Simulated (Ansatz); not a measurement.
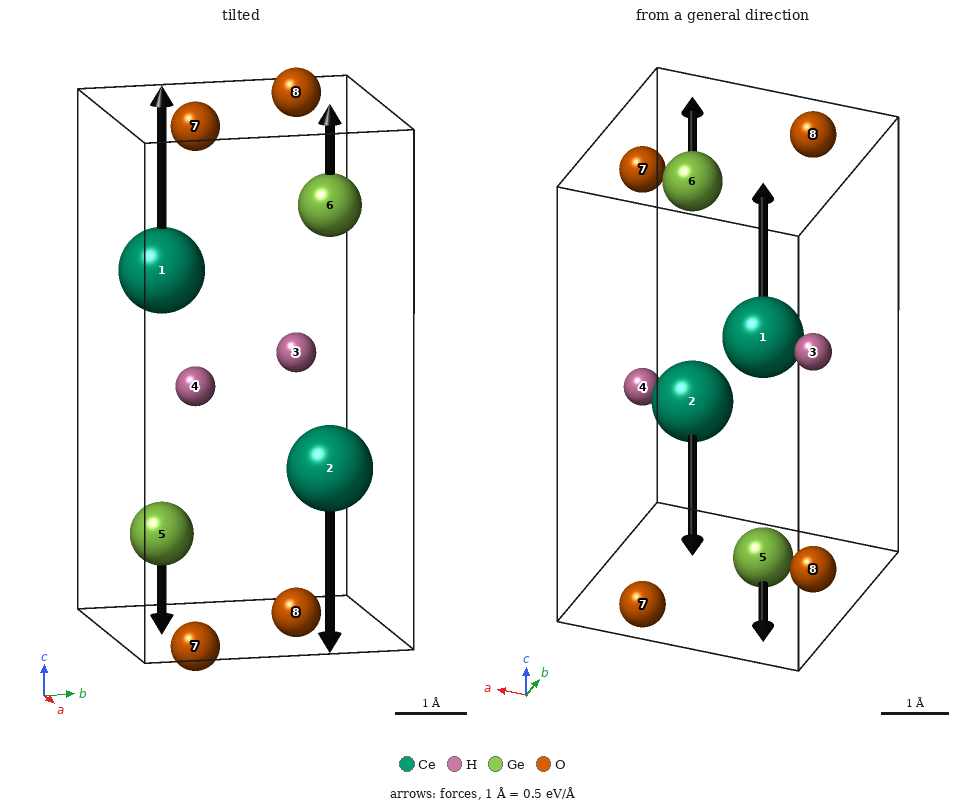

An orthographic spheres-only view of the structure, slightly off an axis and from a general direction. The wireframe shows the simulation cell. The arrows are the computed forces on the atoms.

System: CeGeHO. Method: DFT, PAW plane waves, r2SCAN in Ansatz 0.2.0; an energy cutoff of 500 eV, a 6×6×3 sampling of the Brillouin zone, Fermi-Dirac smearing of 0.1 eV, no spin polarisation (a spin-restricted run, not always the ground state).

Are the atoms in equilibrium?

Answer. No. The atoms still feel forces of up to about 1.1 eV/Å, far above a usual threshold of 0.01 to 0.03 eV/Å.

Identify the atom with the maximum force.

Answer. Ce1 and Ce2, about 1.1 eV/Å.

The geometry is that of a generated cell, made by putting these elements into a known structure type (the compound may or may not exist in this form), without relaxation. It was run through Ansatz as a DFT input.
